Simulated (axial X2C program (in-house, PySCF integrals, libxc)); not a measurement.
# All-electron X2C curves of ScP

Aim: find the lowest determinant of ScP, scan the bond at several levels and fit the constants, once spin-free and once with spin–orbit coupling.

Program: an in-house X2C program for linear molecules on PySCF integrals. Level of theory: all-electron X2C, Sc dyall-cv3z, P dyall-v3z. These are calculated values, not measurements.

**1. The job**

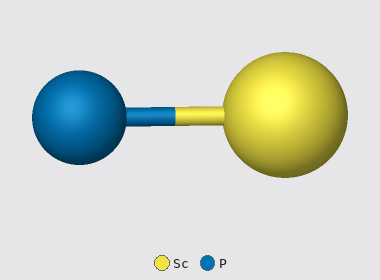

The two atoms at 2.180 Å (scandium yellow, phosphorus blue).

task.json

```json
{"zs": [21, 15], "q": 0, "bas": ["dyall-cv3z", "dyall-v3z"], "levels": ["PBE0", "HF", "PW91"], "cc": true, "r0": 2.18, "thr": -1.0, "nmax": 90, "npts": 10, "nst": 2, "ntry": 6}
```

Keys: zs atomic numbers; q charge; bas basis sets; levels methods (HF also brings MP2); cc coupled cluster on or off; r0 starting distance in Å; thr threshold in hartree for freezing inner shells (an s shell follows its p shell); nmax most natural virtual spinors; npts points asked for on the curve; nst determinants followed; ntry starts of the search.

Run with:

```
$ python so2c.py task.json out
```

Spin-free means the one-electron spin-free X2C Hamiltonian; two-component (2c) means X2C with spin–orbit coupling and atomic mean-field two-electron Coulomb and Gaunt terms. Basis: Sc dyall-cv3z contracted to [10s11p7d5f2g], P dyall-v3z contracted to [8s7p2d1f]; Gaussian nuclei, density fitting. Masses: Sc 44.956 u, P 30.974 u.

Notation: σ, π±, δ± give the projection m of an orbital's angular momentum (0, ±1, ±2), α and β its spin, Λ and M_S the sums; ω is the projection of a spinor's total angular momentum and Ω the sum. Logs are in hartree.

The results follow Hamiltonian by Hamiltonian and level by level.

**2. Search for the lowest determinant**

Determinants are compared with PBE0 at 2.180 Å.

Spin-free determinants:

```csv
ΔE (eV),state,open shells
0.00,"M_S = 0, Λ = 0",closed shell
0.50,"M_S = 1, Λ = 1","beyond closed shells: σα, π+α, π+β, π-α"
0.51,"M_S = 0, Λ = 1","beyond closed shells: σβ, π+α, π+β, π-α"
0.66,"M_S = 1, Λ = 0",beyond closed shells: 2 × σα
1.44,"M_S = 1, Λ = 1","beyond closed shells: π+α, π-α, π-β, δ+α"
1.72,"M_S = 1, Λ = 0","beyond closed shells: π+α, π+β, 2 × π-α"
1.81,"M_S = 0, Λ = 2","beyond closed shells: π+α, 2 × π+β, π-α"
```

Two-component determinants:

```tsv
ΔE (eV)	state	open shells
0.00	Ω = 0	closed shell
0.49	Ω = 2	excess of +ω over −ω: ω = 1/2, ω = 3/2
0.50	Ω = 1	excess of +ω over −ω: ω = -1/2, ω = 3/2
0.52	Ω = 1	excess of +ω over −ω: 2 × ω = 1/2
1.43	Ω = 4	excess of +ω over −ω: ω = 3/2, ω = 5/2
1.46	Ω = 2	excess of +ω over −ω: ω = -1/2, ω = 5/2
1.49	Ω = 1	excess of +ω over −ω: ω = -3/2, ω = 5/2
```

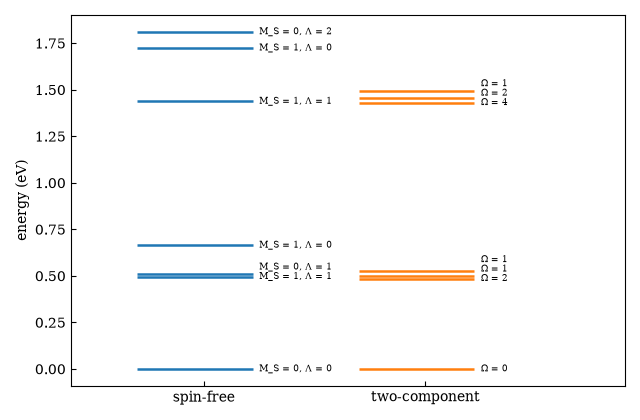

The determinants found, each set from its own lowest.

**3. PBE0, spin-free**

State followed: M_S = 0, Λ = 0 (closed shell). The scan is laid around 2.160 Å, a first estimate of the minimum, and this SCF restarts from the orbitals of the search.

The SCF at the reference distance of 2.160 Å:

```text
spin-free X2C-1e  PBE0
basis functions 177  fitting functions 978  grid points 5079
iter        total energy     max residual
   1      -1105.069607623     3.12e+00
   2      -1106.071643365     1.64e-02
   3      -1106.058250280     2.76e-02
   4      -1106.080364965     3.71e-03
   5      -1106.079645091     6.70e-03
   6      -1106.080665661     5.09e-04
   7      -1106.080671089     1.44e-04
   8      -1106.080671690     3.91e-05
   9      -1106.080671734     5.61e-06
  10      -1106.080671735     2.00e-06
converged
one-electron -1674.36588718  Coulomb 553.44499492  exact exchange -15.25276570  xc functional -47.07869037  nuclear repulsion 77.17167659
```

Along the bond, energies from the lowest point:

```
R (Å)  E (eV)  μ (D)  HOMO (eV)  LUMO (eV)  iterations
1.879  1.1342  -6.03      -4.90      -2.27          13
1.966  0.4810  -6.49      -5.06      -2.37          13
2.030  0.1930  -6.76      -5.17      -2.45          13
2.095  0.0417  -6.98      -5.23      -2.52          13
2.160  0.0000  -7.17      -5.13      -2.59          10
2.236  0.0597  -7.35      -5.03      -2.67          13
2.311  0.2079  -7.49      -4.95      -2.74          13
2.408  0.4906  -7.62      -4.86      -2.83          13
2.527  0.9250  -7.72      -4.78      -2.93          17
2.700  1.6371  -7.76      -4.70      -3.06          13
```

Dipoles are positive if P is the positive end.

Outer orbitals at the reference distance:

```json
{"symmetry": "σα", "occupied": "yes", "ε (eV)": "-35.37", "atomic character": "97% Sc p"}
{"symmetry": "σα", "occupied": "yes", "ε (eV)": "-13.26", "atomic character": "62% P s, 12% Sc p, 12% Sc d"}
{"symmetry": "σα", "occupied": "yes", "ε (eV)": "-5.33", "atomic character": "55% P p, 20% Sc s, 14% Sc d"}
{"symmetry": "π+α", "occupied": "yes", "ε (eV)": "-5.13", "atomic character": "50% P p, 38% Sc d, 7% Sc p"}
{"symmetry": "π-α", "occupied": "yes", "ε (eV)": "-5.13", "atomic character": "50% P p, 38% Sc d, 7% Sc p"}
{"symmetry": "σα", "occupied": "no", "ε (eV)": "-2.59", "atomic character": "54% Sc s, 19% Sc d, 16% Sc p"}
{"symmetry": "π-α", "occupied": "no", "ε (eV)": "-1.30", "atomic character": "54% Sc p, 38% Sc d, 7% P p"}
{"symmetry": "π+α", "occupied": "no", "ε (eV)": "-1.30", "atomic character": "54% Sc p, 38% Sc d, 7% P p"}
{"symmetry": "δ-α", "occupied": "no", "ε (eV)": "-1.23", "atomic character": "99% Sc d"}
```

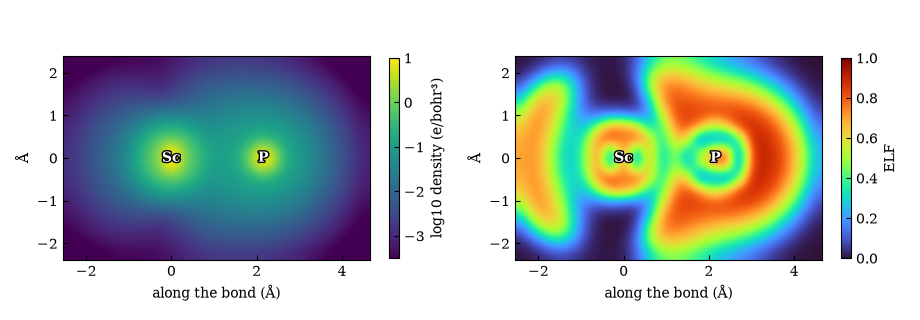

PBE0 fields in a plane through the axis, from a grid of 0.3 Å; Sc lies at z = 0 and P at z = 2.160 Å; the ELF is damped to zero where the density is low.

Re = 2.156 Å, ωe = 557 cm⁻¹, ωexe = 1.43 cm⁻¹, Be = 0.1977 cm⁻¹, De = 2.75 eV, μ = -7.16 D.

**4. HF, spin-free**

Output at 2.160 Å:

```text
spin-free X2C-1e  HF
basis functions 177  fitting functions 978  grid points 5079
iter        total energy     max residual
   1      -1104.760278471     1.15e-01
   2      -1104.780942513     1.47e-02
   3      -1104.777860985     2.23e-02
   4      -1104.788789171     3.25e-03
   5      -1104.789329994     1.17e-03
   6      -1104.789464517     5.32e-04
   7      -1104.789527360     2.28e-04
   8      -1104.789542981     1.21e-04
   9      -1104.789547729     5.25e-05
  10      -1104.789548606     1.04e-05
  11      -1104.789548628     1.83e-06
  12      -1104.789548629     1.22e-06
converged
one-electron -1672.13330748  Coulomb 551.16976611  exact exchange -60.99768385  xc functional 0.00000000  nuclear repulsion 77.17167659
```

Re = 2.171 Å, ωe = 575 cm⁻¹, ωexe = 1.68 cm⁻¹, Be = 0.1951 cm⁻¹, De = -1.20 eV, μ = -8.45 D.

**5. PW91, spin-free**

Output at 2.160 Å:

```text
spin-free X2C-1e  PW91
basis functions 177  fitting functions 978  grid points 5079
iter        total energy     max residual
   1      -1106.438577875     4.19e-02
   2      -1106.392447793     5.81e-02
   3      -1106.133195694     8.82e-02
   4      -1106.398294770     4.43e-02
   5      -1106.431261969     2.45e-02
   6      -1106.436013074     1.83e-02
   7      -1106.440655024     1.06e-02
   8      -1106.442850214     2.13e-03
   9      -1106.442941658     3.24e-04
  10      -1106.442943657     5.68e-05
  11      -1106.442943715     2.39e-06
  12      -1106.442943715     1.69e-06
converged
one-electron -1674.92694860  Coulomb 554.02743257  exact exchange 0.00000000  xc functional -62.71510428  nuclear repulsion 77.17167659
```

Re = 2.179 Å, ωe = 523 cm⁻¹, ωexe = 1.53 cm⁻¹, Be = 0.1936 cm⁻¹, De = 3.68 eV, μ = -6.50 D.

**6. MP2 and beyond, spin-free**

Correlated methods: 8 electrons correlated (frozen shells, counted by type: Sc 3 s, 2 p; P 2 s, 1 p), 272 virtual spinors in MP2, 90 natural virtuals in coupled cluster.

Output of the correlated part at 2.160 Å:

```text
correlated 8  virtual 272  natural virtual 90  E(MP2) -0.247929203  MP2 remainder -0.005282322
iter   CCSD correlation   residual
   1     -0.217413392   2.89e-01
   2     -0.234107679   1.93e-01
   3     -0.237438747   4.56e-02
   4     -0.238272828   2.20e-02
   5     -0.238561489   9.34e-03
   6     -0.238510496   3.49e-03
   7     -0.238498838   1.68e-03
   8     -0.238520658   6.71e-04
   9     -0.238528301   3.02e-04
  10     -0.238524065   1.20e-04
  11     -0.238526637   4.91e-05
  12     -0.238525923   2.03e-05
  13     -0.238525966   7.61e-06
  14     -0.238525906   4.07e-06
  15     -0.238525878   1.76e-06
  16     -0.238525866   7.73e-07
(T) -0.027701071  T1 0.0639  D1 0.0831  max T2 0.167
```

T1 in the output is the amplitude norm over the root of the electron number; divide by √2 for the Lee–Taylor value.

MP2: Re = 2.230 Å, ωe = 524 cm⁻¹, Be = 0.1848 cm⁻¹, De = 2.49 eV.

CCSD: Re = 2.202 Å, ωe = 531 cm⁻¹, ωexe = 1.4 cm⁻¹, Be = 0.1895 cm⁻¹, De = 1.59 eV. T1 at Re = 0.048 (Lee–Taylor, the printed value over √2).

CCSD(T): No constants are quoted: too few points lie around the minimum for a second fit to confirm the first.

**7. A higher determinant, spin-free**

State: M_S = 1, Λ = 1 (beyond closed shells: σα, π+α, π+β, π-α).

Output at the reference distance:

```text
spin-free X2C-1e  PBE0
basis functions 177  fitting functions 978  grid points 5079
iter        total energy     max residual
   1      -1105.033431892     3.29e+00
   2      -1106.054537135     1.58e-02
   3      -1106.049390152     2.31e-02
   4      -1106.058234610     1.04e-02
   5      -1106.060624887     2.01e-03
   6      -1106.060708304     3.21e-04
   7      -1106.060711372     7.09e-05
   8      -1106.060711777     4.52e-05
   9      -1106.060712011     1.07e-05
  10      -1106.060712036     3.88e-06
  11      -1106.060712038     7.77e-07
converged
one-electron -1673.57973038  Coulomb 552.65740212  exact exchange -15.25867694  xc functional -47.05138343  nuclear repulsion 77.17167659
```

```
R (Å)  E above the lowest PBE0 point (eV)
1.879                               2.488
1.966                               1.552
2.030                               1.073
2.095                               0.746
2.160                               0.543
2.236                               0.432
2.311                               0.426
2.408                               0.530
2.527                               0.767
```

Re = 2.278 Å, ωe = 481 cm⁻¹, ωexe = 1.76 cm⁻¹, Be = 0.1772 cm⁻¹, μ = -5.40 D. Te = 0.42 eV.

**8. The spin-free curves together**

Energy (eV) of the followed determinant, spin-free, from each level's lowest point:

```
R (Å)   PBE0     HF    MP2   CCSD  CCSD(T)   PW91
1.879  1.134  1.351  1.658    n/a      n/a  1.223
1.966  0.481  0.602  0.849  0.705    0.852  0.551
2.030  0.193  0.260  0.449  0.338    0.453  0.244
2.095  0.042  0.069  0.191  0.114    0.196  0.069
2.160  0.000  0.000  0.048  0.008    0.053  0.000
2.236  0.060  0.042  0.000  0.000    0.000  0.024
2.311  0.208  0.183  0.059  0.089    0.040  0.133
2.408  0.491  0.466  0.273  0.305    0.188  0.361
2.527  0.925  0.897  0.741    n/a      n/a  0.726
2.700  1.637  1.560  1.770    n/a      n/a  1.333
```

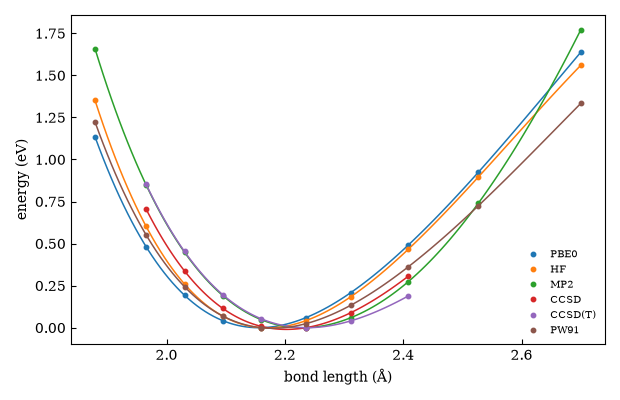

Curves of the followed state, spin-free, each from its own lowest point.

**9. PBE0, 2c**

State followed: Ω = 0 (closed shell). The scan is laid around 2.160 Å, a first estimate of the minimum, and this SCF restarts from the orbitals of the search.

Output at 2.160 Å:

```text
two-component X2C + atomic mean field  PBE0
basis functions 177  fitting functions 978  grid points 5079
iter        total energy     max residual
   1      -1104.846509367     3.12e+00
   2      -1105.864457058     1.64e-02
   3      -1105.851121947     2.77e-02
   4      -1105.873049114     4.10e-03
   5      -1105.872385164     6.75e-03
   6      -1105.873413603     4.85e-04
   7      -1105.873418528     1.47e-04
   8      -1105.873419138     3.87e-05
   9      -1105.873419182     5.69e-06
  10      -1105.873419183     1.97e-06
converged
one-electron -1673.83382582  Coulomb 553.31472109  exact exchange -15.24882999  xc functional -47.06654174  nuclear repulsion 77.17167659  atomic mean-field constant -0.21061931
```

Along the bond, energies from the lowest point:

```
R (Å)  E (eV)  μ (D)  HOMO (eV)  LUMO (eV)  iterations
1.879  1.1345  -6.03      -4.90      -2.27          13
1.966  0.4813  -6.48      -5.06      -2.37          13
2.030  0.1932  -6.75      -5.16      -2.45          13
2.095  0.0418  -6.98      -5.22      -2.52          13
2.160  0.0000  -7.17      -5.12      -2.59          10
2.236  0.0596  -7.35      -5.02      -2.67          13
2.311  0.2077  -7.48      -4.94      -2.74          13
2.408  0.4902  -7.61      -4.85      -2.83          14
2.527  0.9243  -7.71      -4.77      -2.93          22
2.700  1.6355  -7.74      -4.70      -3.06          19
```

Dipoles are positive if P is the positive end.

Outer spinors at the reference distance:

```tsv
ω	occupied	ε (eV)	atomic character	λ mixture
1/2	yes	-35.25	98% Sc p	85% σ, 15% π
1/2	yes	-13.26	62% P s, 12% Sc p, 12% Sc d	100% σ
1/2	yes	-5.33	55% P p, 20% Sc s, 14% Sc d	100% σ
1/2	yes	-5.14	50% P p, 38% Sc d, 7% Sc p	100% π
3/2	yes	-5.12	50% P p, 38% Sc d, 7% Sc p	100% π
1/2	no	-2.59	54% Sc s, 19% Sc d, 16% Sc p	100% σ
1/2	no	-1.30	53% Sc p, 38% Sc d, 7% P p	100% π
3/2	no	-1.29	53% Sc p, 38% Sc d, 7% P p	99% π, 1% δ
3/2	no	-1.24	98% Sc d	99% δ, 1% π
```

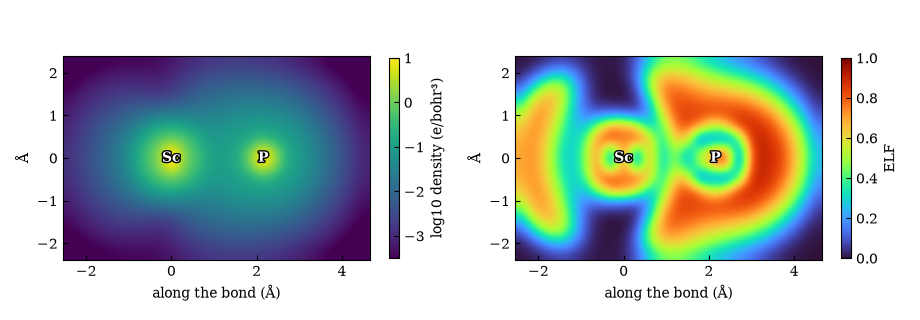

PBE0 fields in a plane through the axis, from a grid of 0.3 Å; Sc lies at z = 0 and P at z = 2.160 Å; the ELF is damped to zero where the density is low.

Re = 2.156 Å, ωe = 557 cm⁻¹, ωexe = 1.43 cm⁻¹, Be = 0.1977 cm⁻¹, De = 2.75 eV, μ = -7.16 D.

**10. HF, 2c**

Output at 2.160 Å:

```text
two-component X2C + atomic mean field  HF
basis functions 177  fitting functions 978  grid points 5079
iter        total energy     max residual
   1      -1104.553367421     1.15e-01
   2      -1104.574009562     1.47e-02
   3      -1104.570906548     2.23e-02
   4      -1104.581866294     3.25e-03
   5      -1104.582406708     1.20e-03
   6      -1104.582541202     5.56e-04
   7      -1104.582604432     2.28e-04
   8      -1104.582620546     1.25e-04
   9      -1104.582625844     5.45e-05
  10      -1104.582627239     4.05e-05
  11      -1104.582627531     3.67e-05
  12      -1104.582627952     3.06e-05
  13      -1104.582628956     8.94e-06
  14      -1104.582629112     6.73e-06
  15      -1104.582629123     6.07e-06
  16      -1104.582629131     3.49e-06
  17      -1104.582629134     1.65e-06
  18      -1104.582629134     1.05e-06
converged
one-electron -1671.60140383  Coulomb 551.03964709  exact exchange -60.98192968  xc functional 0.00000000  nuclear repulsion 77.17167659  atomic mean-field constant -0.21061931
```

No constants are quoted: the solution changes its character somewhere along the scan, so the fit is set aside.

**11. PW91, 2c**

Output at 2.160 Å:

```text
two-component X2C + atomic mean field  PW91
basis functions 177  fitting functions 978  grid points 5079
iter        total energy     max residual
   1      -1106.231041023     4.19e-02
   2      -1106.184906923     5.82e-02
   3      -1105.925661322     8.83e-02
   4      -1106.190787241     4.44e-02
   5      -1106.223681005     2.46e-02
   6      -1106.228462008     1.83e-02
   7      -1106.233114505     1.06e-02
   8      -1106.235311798     2.14e-03
   9      -1106.235403063     3.23e-04
  10      -1106.235405036     5.80e-05
  11      -1106.235405096     2.40e-06
  12      -1106.235405096     1.68e-06
converged
one-electron -1674.39438231  Coulomb 553.89662127  exact exchange 0.00000000  xc functional -62.69870133  nuclear repulsion 77.17167659  atomic mean-field constant -0.21061931
```

Re = 2.179 Å, ωe = 523 cm⁻¹, ωexe = 1.53 cm⁻¹, Be = 0.1936 cm⁻¹, De = 3.68 eV, μ = -6.50 D.

**12. Correlated methods, 2c**

Correlated methods: 8 electrons correlated (frozen shells, counted by type: Sc 3 s, 2 p; P 2 s, 1 p), 272 virtual spinors in MP2, 90 natural virtuals in coupled cluster.

Output of the correlated part at 2.160 Å:

```text
correlated 8  virtual 272  natural virtual 90  E(MP2) -0.247928084  MP2 remainder -0.005281187
iter   CCSD correlation   residual
   1     -0.217417387   2.89e-01
   2     -0.234116972   1.93e-01
   3     -0.237446364   4.56e-02
   4     -0.238281139   2.21e-02
   5     -0.238570752   9.38e-03
   6     -0.238519994   3.53e-03
   7     -0.238508696   1.73e-03
   8     -0.238531215   7.34e-04
   9     -0.238539180   3.71e-04
  10     -0.238534768   1.97e-04
  11     -0.238538215   1.22e-04
  12     -0.238536256   8.21e-05
  13     -0.238537307   4.81e-05
  14     -0.238536860   2.74e-05
  15     -0.238536849   1.29e-05
(T) -0.027711860  T1 0.0641  D1 0.0841  max T2 0.128
```

MP2: No constants are quoted: the reference changes its character somewhere along the scan, so the fit is set aside.

CCSD: No constants are quoted: the reference changes its character somewhere along the scan, so the fit is set aside.

CCSD(T): No constants are quoted: the reference changes its character somewhere along the scan, so the fit is set aside.

**13. A higher determinant, 2c**

State: Ω = 2 (excess of +ω over −ω: ω = 1/2, ω = 3/2).

Output at the reference distance:

```text
two-component X2C + atomic mean field  PBE0
basis functions 177  fitting functions 978  grid points 5079
iter        total energy     max residual
   1      -1104.810442866     3.29e+00
   2      -1105.847713059     1.58e-02
   3      -1105.842547007     2.31e-02
   4      -1105.851376680     1.04e-02
   5      -1105.853765674     2.01e-03
   6      -1105.853848756     3.20e-04
   7      -1105.853851808     7.03e-05
   8      -1105.853852209     4.50e-05
   9      -1105.853852441     1.06e-05
  10      -1105.853852466     3.92e-06
  11      -1105.853852467     8.13e-07
converged
one-electron -1673.04948189  Coulomb 552.52852344  exact exchange -15.25472894  xc functional -47.03922236  nuclear repulsion 77.17167659  atomic mean-field constant -0.21061931
```

```
R (Å)  E above the lowest PBE0 point (eV)
1.879                               2.475
1.966                               1.541
2.030                               1.061
2.095                               0.735
2.160                               0.532
2.236                               0.422
2.311                               0.415
2.408                               0.520
2.527                               0.758
```

Re = 2.278 Å, ωe = 481 cm⁻¹, ωexe = 1.73 cm⁻¹, Be = 0.1772 cm⁻¹, μ = -5.40 D. Te = 0.41 eV.

**14. The 2c curves together**

Energy (eV) of the followed determinant, 2c, from each level's lowest point:

```
R (Å)   PBE0  HF (jumps)  MP2 (its reference jumps)  CCSD (its reference jumps)  CCSD(T) (its reference jumps)   PW91
1.879  1.134       1.351                      1.626                         n/a                            n/a  1.223
1.966  0.481       0.602                      0.817                       0.704                          0.848  0.551
2.030  0.193       0.260                      0.417                       0.337                          0.449  0.244
2.095  0.042       0.069                      0.159                       0.114                          0.192  0.069
2.160  0.000       0.000                      0.017                       0.007                          0.049  0.000
2.236  0.060       0.041                      0.000                       0.000                          0.000  0.024
2.311  0.208       0.184                      0.032                       0.089                          0.037  0.133
2.408  0.490       0.466                      0.241                       0.305                          0.184  0.361
2.527  0.924       0.898                      0.706                         n/a                            n/a  0.725
2.700  1.636       1.561                      1.731                         n/a                            n/a  1.332
```

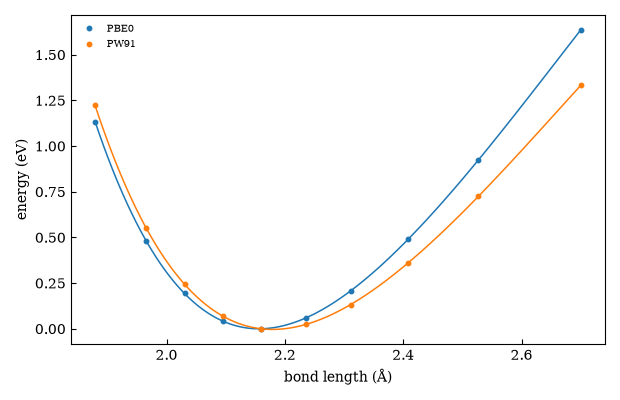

Curves of the followed state, 2c, each from its own lowest point. Left out: HF, MP2, CCSD, CCSD(T).

The whole job took 91 s on 1 thread of Arm Neoverse V1, shared host.

**15. Constants**

Lowest determinant that the search found at its distance, spin-free: M_S = 0, Λ = 0 (closed shell).

Lowest determinant that the search found at its distance, 2c: Ω = 0 (closed shell).

```
Hamiltonian  level  Re (Å)  ωe (cm⁻¹)  De (eV)  μ (D)
  spin-free   PBE0   2.156        557     2.75  -7.16
  spin-free     HF   2.171        575    -1.20  -8.45
  spin-free    MP2   2.230        524     2.49    n/a
  spin-free   CCSD   2.202        531     1.59    n/a
  spin-free   PW91   2.179        523     3.68  -6.50
         2c   PBE0   2.156        557     2.75  -7.16
         2c   PW91   2.179        523     3.68  -6.50
```

Dipoles are positive if P is the positive end. No constants: spin-free CCSD(T) (too few points lie around the minimum for a second fit to confirm the first); 2c HF (the solution changes its character somewhere along the scan, so the fit is set aside); 2c MP2 (the reference changes its character somewhere along the scan, so the fit is set aside); 2c CCSD (the reference changes its character somewhere along the scan, so the fit is set aside); 2c CCSD(T) (the reference changes its character somewhere along the scan, so the fit is set aside).

Time per point (s) on 1 thread of Arm Neoverse V1, shared host (2c runs); the times are rough: PBE0 0.42, PW91 0.35.

What this shows: At PBE0, going from spin-free to two-component changes Re by 0 mÅ, ωe by 0.0 %, which is small (part of it comes from the scalar share of the two-electron terms). De moves by 0.00 eV; both De rest on single-determinant atoms, which can miss part of an open shell's spin–orbit lowering. De is negative at HF: there the minimum lies above the ground-state fragments.

De refers to Sc + P, each in the lowest determinant found, which need not be this curve's own limit. The state is a single determinant with fixed occupations, the lowest that a limited PBE0 search found. The closed shell is kept restricted; where the fragments are open shells, the energy then runs too high at long range. De is counted from the lowest determinant-based energies of the atoms at the same level, without counterpoise correction. Coupled cluster ran in a truncated set of natural virtual spinors; the MP2 energy of the rest was added. T1 at Re is 0.048 (Lee–Taylor), above the customary mark of 0.02.
